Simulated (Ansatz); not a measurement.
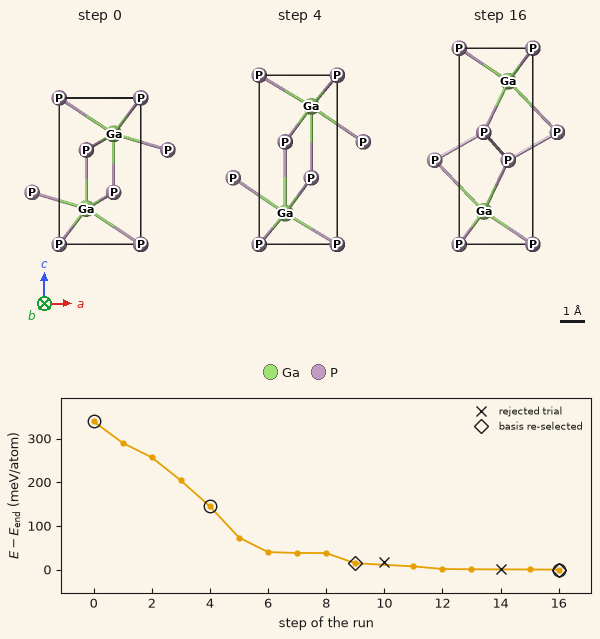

Frames of a relaxation of a crystal of Ga2P3 (built on the A-type sesquioxide_164 type) (coarse preliminary run), marked on the history of the run. A ball-and-stick model of the cell of the calculation, seen along the b axis.

Case: A-type sesquioxide type (P-3m1, No. 164).

Level of theory: Ansatz 0.2.0, DFT PBE, scalar-relativistic, plane waves, PAW. Settings: plane-wave cutoff 420 eV; k-point mesh 6 × 6 × 4; occupations gaussian; smearing width 0.1 eV; no spin polarisation; cell and atoms relaxed; force threshold 0.04 eV/Å; at most 70 steps.

Describe the path.

Answer. After 12 accepted moves (16 points after the start) the energy has fallen by 339 meV per atom. Largest force component: 1.1 eV/Å at the start, 0.0098 eV/Å at the end. Pressure: 8.30 GPa at the start and 0.00 GPa at the end. The line search rejected the trial steps at points 10, 14 of the run. The SCF was repeated twice at an unchanged geometry on a basis and grid sized afresh for the cell, which shifted the energy by 23.3 meV per atom at most. The largest moves relative to the cell, 0.64 Å, are those of Ga atoms. Largest moves by element: Ga 0.64 Å, P 0.62 Å. Cell: a = b 3.980 → 3.595 Å (−9.7 %), c 6.192 → 8.296 Å (+34.0 %). Volume +9.3 %. Among the contacts that change: Ga–P 2.477 → 3.340 Å, Ga–P 2.396 → 2.999 Å, P–P 2.916 → 2.385 Å, Ga–P 2.753 → 2.501 Å. New bonds form: P–P (2.92 → 2.38 Å). Bonds break: Ga–P (2.48 → 3.34 Å). The space group stays P-3m1 (No. 164). From step 0 to 4: Ga atoms move most (0.43 Å), volume +6.0 %, energy −194 meV per atom. From step 4 to 16: P atoms move most (0.29 Å), volume +3.1 %, energy −145 meV per atom.

| step | E − E(0), meV/atom | largest force component, eV/Å | pressure, GPa | volume, Å³/atom | note |
| --- | --- | --- | --- | --- | --- |
| 0 | 0.00 | 1.1452 | 8.30 | 16.983 |  |
| 1 | -49.12 | 0.7382 | 1.57 | 18.132 |  |
| 2 | -82.17 | 0.3173 | -0.45 | 18.271 |  |
| 3 | -134.95 | 0.2123 | -1.47 | 18.191 |  |
| 4 | -194.17 | 0.2667 | -1.80 | 18.009 |  |
| 5 | -265.64 | 0.2747 | -0.35 | 17.568 |  |
| 6 | -298.94 | 0.0522 | 1.28 | 17.269 |  |
| 7 | -300.96 | 0.0361 | 0.33 | 17.431 |  |
| 8 | -301.17 | 0.0382 | 0.21 | 17.504 |  |
| 9 | -324.46 | 0.0395 | 1.77 | 17.504 | same geometry, new basis |
| 10 | -322.23 | 0.7869 | 1.69 | 18.537 | rejected |
| 11 | -331.62 | 0.1667 | 0.46 | 17.933 |  |
| 12 | -337.59 | 0.0664 | 0.21 | 18.312 |  |
| 13 | -338.30 | 0.1359 | 0.11 | 18.620 |  |
| 14 | -338.34 | 0.0843 | 0.21 | 18.476 | rejected |
| 15 | -338.71 | 0.0099 | 0.01 | 18.567 |  |
| 16 | -339.07 | 0.0098 | 0.00 | 18.567 | same geometry, new basis |
